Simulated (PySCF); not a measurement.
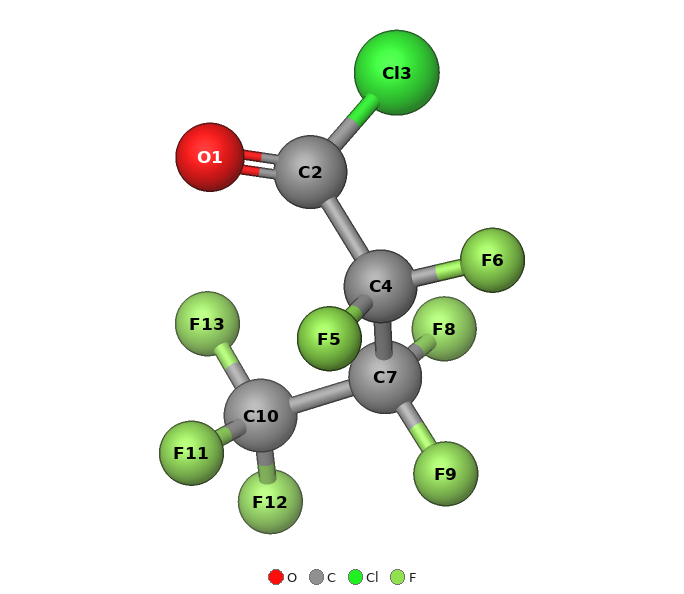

Computed geometry: GFN2-xTB optimisation. No frequency run is at hand to confirm it as a minimum. Electric field gradients from the ground-state density, PBE0/pcSseg-1 (PySCF 2.14.0), non-relativistic apart from any core potentials.

Give the largest field-gradient component, the quadrupole coupling constant and the asymmetry for 17O at O1 (Q = −25.6 mb), 35Cl at Cl3 (Q = −81.7 mb).

```tsv
atom	V_zz (a.u.)	e²qQ/h (MHz)	η
O1	−1.715	10.31	0.58
Cl3	3.482	−66.8	0.35
```
